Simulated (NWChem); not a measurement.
**One shape, several levels: GeSe (SMILES [Ge-]#[Se+])**

Aim: a comparison of 4 runs (HF/STO-3G, HF/3-21G, B3LYP/6-31G*) of GeSe. 

Program for the calculation: NWChem 7.3.0.

1 further run of the same task is left out (it didn't finish).

## Step 1: Starting point

GeSe has 2 atoms, charge 0, and is taken as a singlet. SMILES: `[Ge-]#[Se+]`. The bond length is the measured one.

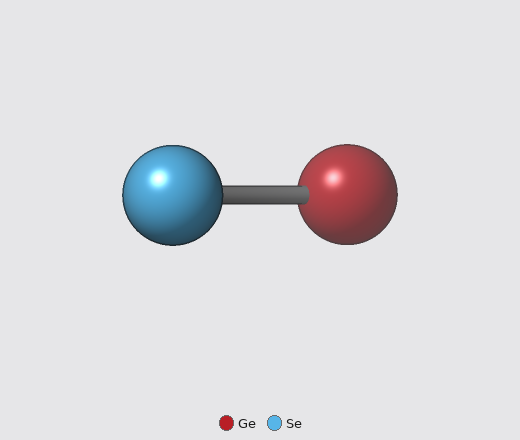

The structure, seen from a chosen angle (germanium red, selenium blue).

## Step 2: Energy and forces at HF/STO-3G (run 1)

Contents of gese.xyz:

```xyz
2

Ge     0.000000     0.000000     0.000000
Se     0.000000     0.000000     2.134629
```

Contents of run.py:

```python
from ase.io import read
from ase.calculators.nwchem import NWChem

atoms = read('gese.xyz')

calc = NWChem(
    label='gese',
    theory='scf',
    memory='2200 mb',
    basis='STO-3G',
    basispar='spherical bse',
    scf={'nopen': '0', 'rhf': None, 'thresh': '1e-08', 'maxiter': '80'},
)
atoms.calc = calc

forces = atoms.get_forces()
e = atoms.get_potential_energy()
print(f"E = {e:.6f} eV")
print("forces (eV/A):")
for s, f in zip(atoms.symbols, forces):
    print(f"{s:2s} {f[0]:10.5f} {f[1]:10.5f} {f[2]:10.5f}")
print("dipole (e A):", atoms.get_dipole_moment().round(4))
```

Run with:

```
$ export ASE_NWCHEM_COMMAND="nwchem PREFIX.nwi > PREFIX.nwo"
$ python run.py
```

Log:

```text
E = -120418.950480 eV
forces (eV/A):
Ge   -0.00000   -0.00000    3.35992
Se    0.00000    0.00000   -3.35992
dipole (e A): [ 0.      0.     -0.5553]
```

The calculator wrote gese.nwi:

```
title "gese"

permanent_dir gese

scratch_dir gese

start gese

geometry units angstrom nocenter noautosym noautoz
  Ge 0.0000000000000000e+00 0.0000000000000000e+00 0.0000000000000000e+00
  Se 0.0000000000000000e+00 0.0000000000000000e+00 2.1346289999999999e+00
end

memory 2200 mb

basis spherical bse noprint
   * library STO-3G
end

scf
  nopen 0
  rhf
  thresh 1e-08
  maxiter 80
end

task scf gradient
```

gese.nwo:

```text
Northwest Computational Chemistry Package (NWChem) 7.3.0
             --------------------------------------------------------

           Job information
           ---------------

    nwchem branch   = 7.3.0
    use scalapack   = T
    input           = gese.nwi
    prefix          = gese.
    data base       = gese/gese.db
    status          = startup
    nproc           =        1

           Memory information
           ------------------

    heap     =     72089594 doubles =      550.0 Mbytes
    stack    =     72089599 doubles =      550.0 Mbytes
    global   =    144179200 doubles =     1100.0 Mbytes (distinct from heap & stack)
    total    =    288358393 doubles =     2200.0 Mbytes
    verify   = yes
    hardfail = no

[... 101 lines left out ...]
 Convergence threshold     :          1.000E-08
[... 12 lines left out ...]
       Final RHF  results
[... 3 lines left out ...]
      One-electron energy =  -6749.152255875792
[... 1 line left out ...]
 Nuclear repulsion energy =    269.716586306881
[... 44 lines left out ...]
                       ROHF Final Molecular Orbital Analysis
[... 122 lines left out ...]
                              NWChem Gradients Module
                              -----------------------

                                       gese

  wavefunction    =   RHF

                         RHF ENERGY GRADIENTS

    atom               coordinates                        gradient
                 x          y          z           x          y          z
   1 Ge      0.000000   0.000000   0.000000    0.000000   0.000000  -0.065340
   2 Se      0.000000   0.000000   4.033864   -0.000000  -0.000000   0.065340

                 ----------------------------------------
                 |  Time  |  1-e(secs)   |  2-e(secs)   |
                 ----------------------------------------
                 |  CPU   |       0.00   |       0.68   |
                 ----------------------------------------
                 |  WALL  |       0.00   |       0.68   |
                 ----------------------------------------

 Task  times  cpu:        2.1s     wall:        2.1s
 Total times  cpu:        2.1s     wall:        2.1s
```

Run time: 3.3 s. Hardware: 1 thread of Intel Xeon 6975P-C (Granite Rapids), shared host; peak memory 0.099 GiB.

## Step 3: Energy and gradient at HF/3-21G (run 2)

gese.xyz, as its differences from that of step 2:

```diff
@@ -1,3 +1,3 @@
 2
-
+GeSe
 Ge     0.000000     0.000000     0.000000
```

Contents of gese.nw:

```
start gese
title "GeSe"
memory 2200 mb

geometry units angstrom noautosym nocenter noautoz
   load gese.xyz
end

basis spherical bse
   * library 3-21G
end

scf
   singlet
   rhf
   thresh 1e-08
   maxiter 80
end

task scf gradient
```

Run with:

```
$ nwchem gese.nw > gese.out
```

Log:

```text
[...]
  functions       =    44
[...]
  wavefunction    = RHF
[...]
         Total SCF energy =  -4453.838325065751
      One-electron energy =  -6754.596629650538
      Two-electron energy =   2031.041718277907
 Nuclear repulsion energy =    269.716586306881
        Time for solution =      1.7s
[...]
                         RHF ENERGY GRADIENTS
    atom               coordinates                        gradient
                 x          y          z           x          y          z
   1 Ge      0.000000   0.000000   0.000000   -0.000000   0.000000   0.024960
   2 Se      0.000000   0.000000   4.033864    0.000000  -0.000000  -0.024960
[...]
```

It took 3.3 s on 1 thread of Intel Xeon 6975P-C (Granite Rapids), shared host; peak memory 0.097 GiB.

## Step 4: Energy and gradient at B3LYP/6-31G(d) (spherical functions) (run 3)

Contents of test.xyz:

```xyz
2

Ge     0.000000     0.000000     0.000000
Se     0.000000     0.000000     2.134629
```

Contents of test.nw:

```
start test
memory total 2200 mb
charge 0
geometry noautosym nocenter noautoz
  load test.xyz
end
basis spherical bse
  * library 6-31G*
end
dft
  xc b3lyp
  grid xfine
  convergence energy 1e-08
  maxiter 100
  mulliken
end
task dft gradient
```

Run with:

```
$ nwchem test.nw > test.out
```

Log:

```text
[...]
          Wavefunction type:  closed shell.
          No. of atoms     :     2
          No. of electrons :    66
[...]
          Charge           :     0
          Spin multiplicity:     1
[...]
          AO basis - number of functions:    64
[...]
              XC Information
              --------------
                         B3LYP Method XC Potential
                     Hartree-Fock (Exact) Exchange  0.200
                        Slater Exchange Functional  0.800 local
                    Becke 1988 Exchange Functional  0.720 non-local
              Lee-Yang-Parr Correlation Functional  0.810
                  VWN I RPA Correlation Functional  0.190 local
[...]
 d= 0,ls=0.0,diis     1  -4478.0266453943 -4.75D+03  3.55D-02  3.56D-01     1.7
[...]
 d= 0,ls=0.0,diis    11  -4478.0966928759 -1.36D-11  6.06D-08  4.65D-12    11.0
         Total DFT energy =    -4478.096692875902
      One electron energy =    -6774.935810733273
           Coulomb energy =     2193.331769716806
    Exchange-Corr. energy =     -166.209238166316
 Nuclear repulsion energy =      269.716586306881
[...]
      Total Density - Mulliken Population Analysis
     ---------------------------------------------
    Atom       Charge   Shell Charges
 -----------   ------   -------------------------------------------------------
    1 Ge  32    31.86   2.00  2.00  6.00  2.00  5.99  1.65  1.51  0.32  0.32  6.85  2.94  0.29
    2 Se  34    34.14   2.00  2.00  6.00  2.00  5.98  1.61  3.11  0.28  1.12  6.92  2.93  0.19
[...]
  wavefunction    = closed shell
                         DFT ENERGY GRADIENTS
    atom               coordinates                        gradient
                 x          y          z           x          y          z
   1 Ge      0.000000   0.000000   0.000000   -0.000000  -0.000000   0.016420
   2 Se      0.000000   0.000000   4.033864    0.000000   0.000000  -0.016420
[...]
```

It took 18 s on 1 thread of Intel Xeon 6975P-C (Granite Rapids), shared host; peak memory 0.12 GiB.

## Step 5: Energy and forces at B3LYP/6-31G(d) (Cartesian functions) (run 4)

Contents of job.nw:

```
start job
title "Germanium monoselenide"
memory stack 880 mb heap 220 mb global 1100 mb
charge 0
geometry noautosym nocenter noautoz
   Ge    0.000000    0.000000    0.000000
   Se    0.000000    0.000000    2.134629
end
basis
   * library 6-31G*
end
dft
   xc b3lyp
   grid xfine
   convergence energy 1e-08
   iterations 100
   mulliken
   noprint "final vectors analysis"
end
task dft gradient
```

Run with:

```
$ nwchem job.nw > job.out
```

Log:

```text
[...]
          Wavefunction type:  closed shell.
          No. of atoms     :     2
          No. of electrons :    66
[...]
          Charge           :     0
          Spin multiplicity:     1
[...]
          AO basis - number of functions:    70
[...]
              XC Information
              --------------
                         B3LYP Method XC Potential
                     Hartree-Fock (Exact) Exchange  0.200
                        Slater Exchange Functional  0.800 local
                    Becke 1988 Exchange Functional  0.720 non-local
              Lee-Yang-Parr Correlation Functional  0.810
                  VWN I RPA Correlation Functional  0.190 local
[...]
 d= 0,ls=0.0,diis     1  -4478.0351261571 -4.75D+03  3.33D-02  2.19D+00     1.7
[...]
 d= 0,ls=0.0,diis    11  -4478.1099389714 -4.49D-10  1.34D-06  5.09D-09    11.4
         Total DFT energy =    -4478.109938971388
      One electron energy =    -6774.937197420270
           Coulomb energy =     2193.268112765087
    Exchange-Corr. energy =     -166.157440623085
 Nuclear repulsion energy =      269.716586306881
[...]
      Total Density - Mulliken Population Analysis
     ---------------------------------------------
    Atom       Charge   Shell Charges
 -----------   ------   -------------------------------------------------------
    1 Ge  32    31.83   2.00  1.99  6.00  1.93  5.99  1.64  1.51  0.36  0.31  6.92  2.98  0.21
    2 Se  34    34.17   2.00  1.99  6.00  1.93  5.98  1.59  3.12  0.35  1.12  6.99  2.96  0.14
[...]
  wavefunction    = closed shell
                         DFT ENERGY GRADIENTS
    atom               coordinates                        gradient
                 x          y          z           x          y          z
   1 Ge      0.000000   0.000000   0.000000   -0.000000  -0.000000   0.016595
   2 Se      0.000000   0.000000   4.033864    0.000000   0.000000  -0.016595
[...]
```

It took 18 s on 1 thread of Intel Xeon 6975P-C (Granite Rapids), shared host; peak memory 0.11 GiB.

## Step 6: Overview of the runs

```tsv
run	level	iteration cap	module	energy (Eh)	dipole moment (D)	HOMO energy (eV)	LUMO energy (eV)	wall time
1	HF/STO-3G	80	scf	-4425.314843	2.67	-6.68	4.53	3.3 s
2	HF/3-21G	80	scf	-4453.838325	2.70	-9.66	0.36	3.3 s
3	B3LYP/6-31G* (spherical functions)	100	dft	-4478.096693	1.69	-7.35	-2.63	18 s
4	B3LYP/6-31G* (Cartesian functions)	100	dft	-4478.109939	1.71	–	–	18 s
```

## Step 7: Results

```
                       quantity           value
            run 4: total energy  -4478.10994 Eh
           run 4: dipole moment          1.71 D
run 4: largest force on an atom      0.853 eV/Å
```

In words: The dipole moment (its size) runs from 1.69 D (B3LYP/6-31G*) to 2.70 D (HF/3-21G). The two ends differ in method and basis. Over runs 1, 2, 3 the HOMO–LUMO gap runs from 4.72 eV (B3LYP/6-31G*) to 11.21 eV (HF/STO-3G). In run 1 the basis is minimal, so the values are rough. All runs together took 43 s, the longest 18 s.
